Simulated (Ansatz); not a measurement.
**CH₅AlClN: from a rough start to a minimum**

The task is to find a stationary geometry of CH₅AlClN, check the end point by its vibrations and derive ideal-gas thermochemistry.

Method: RKS PBE0-D4/def2-TZVP; program: Ansatz 0.2.0, Gaussian basis.

The runs, in order: relaxation at PBE-D4/def2-SVP; relaxation at PBE0-D4/def2-TZVP; harmonic vibrations at the same level.

1 further run of the same task is left out (set aside as unsound or not needed).

### Step 1. Starting geometry

9 atoms, charge 0, spin multiplicity 1.

Atoms are counted from 1 here; the program's logs count them from 0.

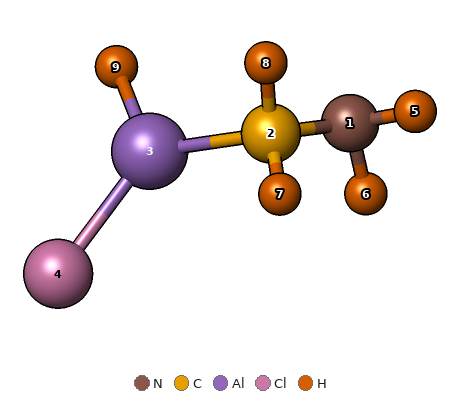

As it starts; nitrogen brown, carbon amber, aluminium purple, chlorine pink, hydrogen orange; atoms are numbered from 1 in the order of the file.

As a file:

```xyz
9
charge 0, multiplicity 1
N     0.07400    1.33510   -0.45280
C     0.29100   -0.05000   -0.58550
Al   -0.02690   -0.95000    1.15870
Cl   -1.42410   -2.55050    1.34540
H     0.27670    1.81980   -1.39420
H    -1.00600    1.52330   -0.34580
H    -0.34460   -0.50100   -1.34530
H     1.39170   -0.18750   -0.88920
H     0.85670   -0.48550    2.49170
```

The start is a force-field geometry with small random shifts, so a cheaper pass at PBE-D4/def2-SVP comes first.

### Step 2. Relaxation at PBE-D4/def2-SVP (cheap first pass)

The input, in.yaml:

```yaml
crystal:
  periodic: [false, false, false]
  atoms:
    - {symbol: N, position_ang: [0.074000, 1.335100, -0.452800]}
    - {symbol: C, position_ang: [0.291000, -0.050000, -0.585500]}
    - {symbol: Al, position_ang: [-0.026900, -0.950000, 1.158700]}
    - {symbol: Cl, position_ang: [-1.424100, -2.550500, 1.345400]}
    - {symbol: H, position_ang: [0.276700, 1.819800, -1.394200]}
    - {symbol: H, position_ang: [-1.006000, 1.523300, -0.345800]}
    - {symbol: H, position_ang: [-0.344600, -0.501000, -1.345300]}
    - {symbol: H, position_ang: [1.391700, -0.187500, -0.889200]}
    - {symbol: H, position_ang: [0.856700, -0.485500, 2.491700]}
basis:
  gaussian: {orbitals: def2-SVP}
hamiltonian: {xc: pbe, dispersion: d4}
relax: {f_tol: 0.03, max_steps: 200}
```

Command:

```sh
$ ansatz run in.yaml --threads 2 --pin off --events-out ev --progress --plain --max-ram 4352MiB
```

Output, cut to the lines that bear on the results:

```text
Functional definition: PBE
  name "PBE"
  cite "Perdew, Burke & Ernzerhof, Phys. Rev. Lett. 77, 3865 (1996) doi:10.1103/PhysRevLett.77.3865"
  parent pbe
[...]
1008 factors; their error is unknown
[...]
mean field -21708.79393215 eV, -797.7834622574 hartree, gradient 2.7e-5 eV, S^2 0.000000; 0 other end points of the search recorded, 0 dependent functions left out
[...]
reference -21708.79396986 eV, -797.7834636434 hartree; 24, 24 occupied and 65, 65 virtual orbitals, 1008 factors
relax step   1: F+E_penalty+E_count = -21708.95362714 eV  Δ(F+E_penalty+E_count) = +0.000e0 eV  max|allowed force component| = 3.451e0 eV/Å  Δτ_max = 0.0000 Å  (28 SCF iters, accepted)
[...]
relax step   4: F+E_penalty+E_count = -21709.31421737 eV  Δ(F+E_penalty+E_count) = -7.164e-3 eV  max|allowed force component| = 3.567e-1 eV/Å  Δτ_max = 0.1278 Å  (28 SCF iters, accepted)
[...]
relax step   7: F+E_penalty+E_count = -21709.37734694 eV  Δ(F+E_penalty+E_count) = -4.283e-2 eV  max|allowed force component| = 5.986e-1 eV/Å  Δτ_max = 0.1386 Å  (27 SCF iters, accepted)
[...]
relax step  10: F+E_penalty+E_count = -21709.77541882 eV  Δ(F+E_penalty+E_count) = -1.433e-1 eV  max|allowed force component| = 6.001e-1 eV/Å  Δτ_max = 0.1902 Å  (28 SCF iters, accepted)
[...]
relax step  13: F+E_penalty+E_count = -21709.82574777 eV  Δ(F+E_penalty+E_count) = -9.075e-3 eV  max|allowed force component| = 6.076e-2 eV/Å  Δτ_max = 0.0694 Å  (28 SCF iters, accepted)
[...]
relax step  14: F+E_penalty+E_count = -21709.82657094 eV  Δ(F+E_penalty+E_count) = -8.232e-4 eV  max|allowed force component| = 2.232e-2 eV/Å  Δτ_max = 0.0121 Å  (30 SCF iters, accepted)
1008 factors; their error is unknown
[...]
mean field -21709.64905212 eV, -797.8148873369 hartree, gradient 2.3e-5 eV, S^2 0.000000; 1 other end points of the search recorded, 0 dependent functions left out
[...]
reference -21709.64909031 eV, -797.8148887403 hartree; 24, 24 occupied and 65, 65 virtual orbitals, 1008 factors
Total energy: -21709.82660912 eV, -797.8214124363 hartree
Atom 0 at    -0.259681     0.882242    -0.193908 Å, force    -0.022316     0.015732     0.002368 eV/Å
Atom 1 at     0.471651    -0.292491    -0.855068 Å, force     0.019262    -0.004915     0.002653 eV/Å
Atom 2 at     0.097121    -0.704202     1.023108 Å, force     0.003300    -0.006646    -0.000328 eV/Å
Atom 3 at    -1.784897    -1.618055     1.488235 Å, force     0.013899     0.005339    -0.008802 eV/Å
Atom 4 at     0.211191     1.793525    -0.256857 Å, force     0.008479    -0.010748     0.005239 eV/Å
Atom 5 at    -1.224469     0.992823    -0.529551 Å, force    -0.004823     0.005023    -0.005112 eV/Å
Atom 6 at    -0.068962    -0.675349    -1.739106 Å, force    -0.007392     0.001029     0.000943 eV/Å
Atom 7 at     1.495965     0.014545    -1.136921 Å, force    -0.007248    -0.008199    -0.001797 eV/Å
Atom 8 at     1.150580    -0.439337     2.183068 Å, force    -0.003161     0.003384     0.004835 eV/Å
Dipole moment:     0.145455     0.666833    -0.584728 e Å
```

It took 21 s on 2 threads of Arm Neoverse V2, shared host.

Along the way:

```
step  energy from step 1 (eV)  largest force component (eV/Å)
   1                   0.0000                          3.4509
   2                  -0.3120                          1.2361
   3                  -0.3534                          0.3165
   4                  -0.3606                          0.3567
   5                  -0.3693                          0.1512
   6                  -0.3809                          0.6532
   7                  -0.4237                          0.5986
   8                  -0.5053                          0.7281
   9                  -0.6785                          0.6808
  10                  -0.8218                          0.6001
  11                  -0.8437                          0.3303
  12                  -0.8630                          0.3517
  13                  -0.8721                          0.0608
  14                  -0.8729                          0.0223
```

Distances of close pairs at the start and the end, largest changes first:

```
  bond  before (Å)  after (Å)  change (Å)
N1–Al3       2.798      2.031      -0.767
 N1–C2       1.408      1.534      +0.125
Al3–H9       1.665      1.589      -0.076
 N1–H6       1.101      1.027      -0.074
 N1–H5       1.078      1.028      -0.050
 C2–H8       1.150      1.106      -0.044
C2–Al3       1.988      1.959      -0.029
 C2–H7       1.088      1.105      +0.016
```

### Step 3. Relaxation at PBE0-D4/def2-TZVP

The input, in.yaml:

```yaml
crystal:
  periodic: [false, false, false]
  atoms:
    - {symbol: N, position_ang: [-0.259681, 0.882242, -0.193908]}
    - {symbol: C, position_ang: [0.471651, -0.292491, -0.855068]}
    - {symbol: Al, position_ang: [0.097121, -0.704202, 1.023108]}
    - {symbol: Cl, position_ang: [-1.784897, -1.618055, 1.488235]}
    - {symbol: H, position_ang: [0.211191, 1.793525, -0.256857]}
    - {symbol: H, position_ang: [-1.224469, 0.992823, -0.529551]}
    - {symbol: H, position_ang: [-0.068962, -0.675349, -1.739106]}
    - {symbol: H, position_ang: [1.495965, 0.014545, -1.136921]}
    - {symbol: H, position_ang: [1.150580, -0.439337, 2.183068]}
basis:
  gaussian: {orbitals: def2-TZVP}
hamiltonian: {xc: pbe0, dispersion: d4}
relax: {f_tol: 0.005, max_steps: 150}
```

Same command.

Output, cut to the lines that bear on the results:

```text
Functional definition: PBE0
  name "PBE0"
  cite "Adamo & Barone, J. Chem. Phys. 110, 6158 (1999) doi:10.1063/1.478522"
  cite "Perdew, Burke & Ernzerhof, Phys. Rev. Lett. 77, 3865 (1996) doi:10.1103/PhysRevLett.77.3865"
  parent pbe
[...]
1102 factors; their error is unknown
[...]
mean field -21721.28514891 eV, -798.2425060066 hartree, gradient 2.3e-5 eV, S^2 0.000000; 0 other end points of the search recorded, 0 dependent functions left out
[...]
reference -21721.28518133 eV, -798.2425071980 hartree; 24, 24 occupied and 142, 142 virtual orbitals, 1102 factors
relax step   1: F+E_penalty+E_count = -21721.43550539 eV  Δ(F+E_penalty+E_count) = +0.000e0 eV  max|allowed force component| = 6.645e-1 eV/Å  Δτ_max = 0.0000 Å  (27 SCF iters, accepted)
[...]
Total energy: -21721.47823157 eV, -798.2496016636 hartree
Atom 0 at    -0.260172     0.870775    -0.184481 Å, force    -0.000243     0.002060     0.001367 eV/Å
Atom 1 at     0.472421    -0.298668    -0.847589 Å, force    -0.001127     0.000584    -0.003789 eV/Å
Atom 2 at     0.091748    -0.673049     1.013030 Å, force     0.000510     0.001437    -0.000944 eV/Å
Atom 3 at    -1.743196    -1.648147     1.439958 Å, force    -0.000079     0.000004    -0.000207 eV/Å
Atom 4 at     0.249863     1.743105    -0.198123 Å, force    -0.000778    -0.000639     0.001206 eV/Å
Atom 5 at    -1.188794     1.022337    -0.554682 Å, force     0.001005    -0.000483     0.000590 eV/Å
Atom 6 at    -0.103929    -0.693285    -1.679897 Å, force     0.002712    -0.001120     0.001081 eV/Å
Atom 7 at     1.456888     0.018024    -1.183260 Å, force    -0.001957    -0.001922     0.000801 eV/Å
Atom 8 at     1.113670    -0.387392     2.178044 Å, force    -0.000043     0.000080    -0.000104 eV/Å
Dipole moment:     0.179006     0.673858    -0.562386 e Å
```

Run time: 36 s. Hardware: 2 threads of Arm Neoverse V2, shared host; peak memory 0.37 GiB.

Step by step:

```
step  energy from step 1 (eV)  largest force component (eV/Å)
   1                   0.0000                          0.6645
   2                  -0.0349                          0.2077
   3                  -0.0406                          0.0570
   4                  -0.0412                          0.0409
   5                  -0.0416                          0.0481
   6                  -0.0422                          0.0243
   7                  -0.0425                          0.0381
   8                  -0.0427                          0.0157
   9                  -0.0427                          0.0092
  10                  -0.0427                          0.0038
```

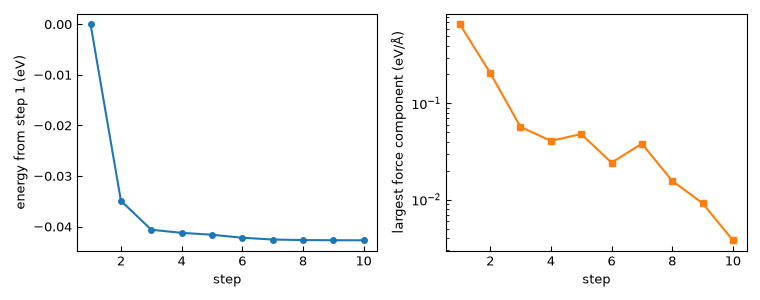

Energy and force, step by step.

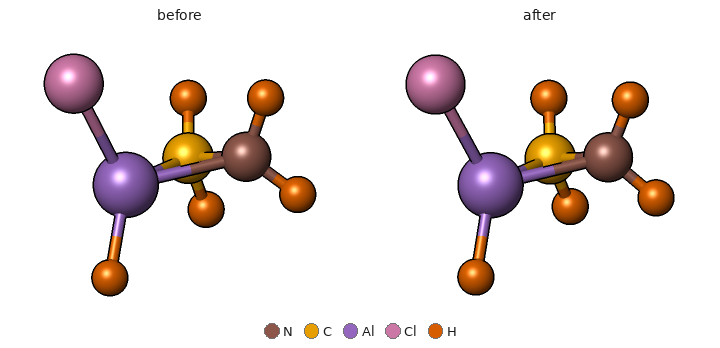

The geometry before (left) and after (right).

Close pairs (by a distance rule), those that changed most:

```
   bond  before (Å)  after (Å)  change (Å)
 N1–Al3       2.031      1.985      -0.046
 C2–Al3       1.959      1.936      -0.023
Al3–Cl4       2.143      2.121      -0.022
  C2–H8       1.106      1.087      -0.019
  C2–H7       1.105      1.087      -0.018
  N1–H5       1.028      1.011      -0.017
  N1–H6       1.027      1.011      -0.016
 Al3–H9       1.589      1.576      -0.013
```

Mulliken charges of the relaxed molecule (report file):

```
atom  value (e)
  N1      -0.37
  C2      -0.45
 Al3       0.46
 Cl4      -0.32
  H5       0.25
  H6       0.26
  H7       0.15
  H8       0.14
  H9      -0.11
```

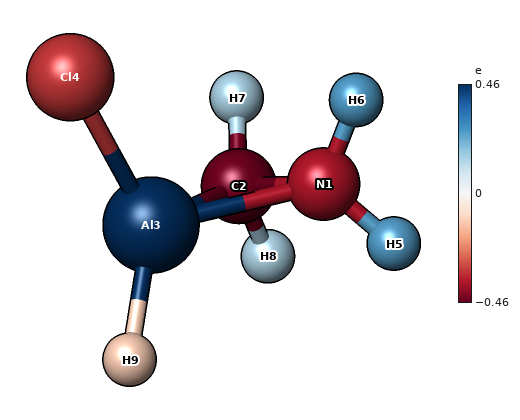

Mulliken charges of the relaxed molecule (report file), as colours on the atoms.

### Step 4. Harmonic vibrations

The input, in.yaml:

```yaml
crystal:
  periodic: [false, false, false]
  atoms:
    - {symbol: N, position_ang: [-0.260172, 0.870775, -0.184481]}
    - {symbol: C, position_ang: [0.472421, -0.298668, -0.847589]}
    - {symbol: Al, position_ang: [0.091748, -0.673049, 1.013030]}
    - {symbol: Cl, position_ang: [-1.743196, -1.648147, 1.439958]}
    - {symbol: H, position_ang: [0.249863, 1.743105, -0.198123]}
    - {symbol: H, position_ang: [-1.188794, 1.022337, -0.554682]}
    - {symbol: H, position_ang: [-0.103929, -0.693285, -1.679897]}
    - {symbol: H, position_ang: [1.456888, 0.018024, -1.183260]}
    - {symbol: H, position_ang: [1.113670, -0.387392, 2.178044]}
basis:
  gaussian: {orbitals: def2-TZVP}
hamiltonian: {xc: pbe0, dispersion: d4}
phonons: {temperatures: {t_min: 298.15, t_max: 900, t_step: 200}}
```

The command is unchanged.

Output, cut to the lines that bear on the results:

```text
Functional definition: PBE0
  name "PBE0"
  cite "Adamo & Barone, J. Chem. Phys. 110, 6158 (1999) doi:10.1063/1.478522"
  cite "Perdew, Burke & Ernzerhof, Phys. Rev. Lett. 77, 3865 (1996) doi:10.1103/PhysRevLett.77.3865"
  parent pbe
[...]
1102 factors; their error is unknown
[...]
mean field -21721.32629147 eV, -798.2440179678 hartree, gradient 2.8e-5 eV, S^2 0.000000; 0 other end points of the search recorded, 0 dependent functions left out
[...]
reference -21721.32632351 eV, -798.2440191453 hartree; 24, 24 occupied and 142, 142 virtual orbitals, 1102 factors
[...]
1102 factors; their error is unknown
mean field -21721.32610003 eV, -798.2440109326 hartree, gradient 1.8e-6 eV, S^2 0.000000; 0 other end points of the search recorded, 0 dependent functions left out
[...]
reference -21721.32613208 eV, -798.2440121102 hartree; 24, 24 occupied and 142, 142 virtual orbitals, 1102 factors
[...]
Atom 1 at     0.472421    -0.298668    -0.847589 Å, force    -0.001012     0.000462    -0.004031 eV/Å
Atom 2 at     0.091748    -0.673049     1.013030 Å, force     0.000626     0.001541    -0.000932 eV/Å
Atom 3 at    -1.743196    -1.648147     1.439958 Å, force    -0.000118    -0.000031    -0.000240 eV/Å
Atom 4 at     0.249863     1.743105    -0.198123 Å, force    -0.000757    -0.000674     0.001209 eV/Å
Atom 5 at    -1.188794     1.022337    -0.554682 Å, force     0.000974    -0.000405     0.000605 eV/Å
Atom 6 at    -0.103929    -0.693285    -1.679897 Å, force     0.002623    -0.001100     0.001202 eV/Å
Atom 7 at     1.456888     0.018024    -1.183260 Å, force    -0.001955    -0.001889     0.000905 eV/Å
Atom 8 at     1.113670    -0.387392     2.178044 Å, force    -0.000056     0.000068    -0.000067 eV/Å
Dipole moment:     0.179005     0.673857    -0.562386 e Å
Vibrations: 124.53 150.36 365.30 418.13 474.97 539.44 575.76 657.81 709.66 897.43 941.12 956.26 1097.00 1282.34 1439.28 1605.05 1958.03 3119.40 3194.38 3542.70 3637.48 cm⁻¹, zero-point energy 1.716340 eV
```

It took 2.1 min on 2 threads of Arm Neoverse V2, shared host; peak memory 0.37 GiB.

Motions are named by where the mode's potential energy lies. The modes, unscaled (a negative number is an imaginary wavenumber):

```
mode  cm⁻¹                  motion
   1   125                    bend
   2   150                    bend
   3   365                    bend
   4   418  Al–N stretch with bend
   5   475           Al–Cl stretch
   6   539                    bend
   7   576                    bend
   8   658  Al–C stretch with bend
   9   710                    bend
  10   897   C–N stretch with bend
  11   941                    bend
  12   956                    bend
  13  1097                    bend
  14  1282                    bend
  15  1439                    bend
  16  1605                    bend
  17  1958            Al–H stretch
  18  3119             C–H stretch
  19  3194             C–H stretch
  20  3543             N–H stretch
  21  3637             N–H stretch
```

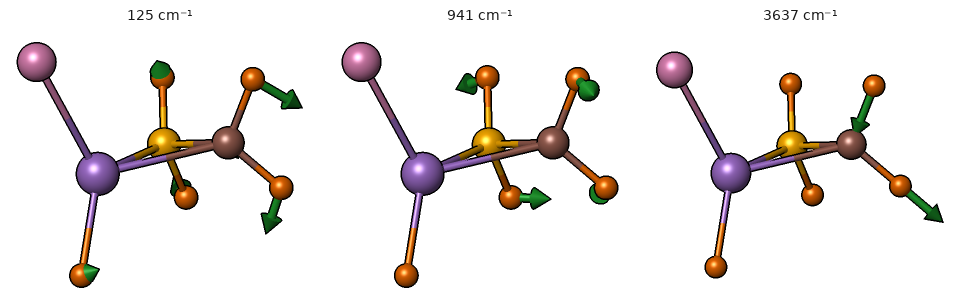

Displacements of 3 modes, as arrows.

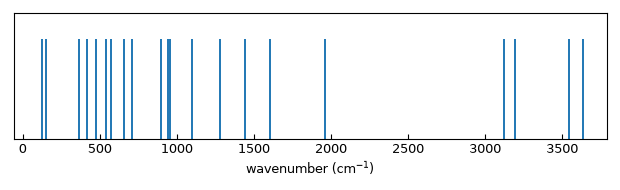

The harmonic wavenumbers as sticks (no intensities were computed).

Ideal gas, rigid rotor and harmonic oscillator at 298.15 K and 1 bar, with symmetry number 1:

```
                term            value
   zero-point energy     165.6 kJ/mol
          H(298) − E     183.4 kJ/mol
entropy, translation  165.5 J/(mol K)
   entropy, rotation  109.3 J/(mol K)
  entropy, vibration   44.4 J/(mol K)
      entropy, total  319.2 J/(mol K)
```

### Step 5. Outcome

| quantity | value |
| --- | --- |
| point group | C1 |
| steps | 14 + 10 |
| shift from the start (rms) | 0.656 Å |
| total energy | -21721.4782 eV |
| dispersion term | -152 meV |
| dipole moment | 4.30 D |
| lowest, highest wavenumber | 125, 3637 cm⁻¹ |
| zero-point energy | 165.6 kJ/mol |
| entropy at 298.15 K | 319.2 J/(mol K) |

**Reading.** The relaxed geometry lies 0.66 Å (rms) from the start; the bond that changed most is N1–Al3, from 2.798 to 1.985 Å. The bonds at the end are not those of the start, so the run found another structure. All wavenumbers are real, so the end point is a minimum. The stiffest mode, 3637 cm⁻¹, is an N–H stretch, and 2 modes under 200 cm⁻¹ make the vibrational entropy uncertain. Harmonic hybrid wavenumbers usually lie a few per cent above measured fundamentals. The largest Mulliken charge, +0.46 e, sits on Al3.
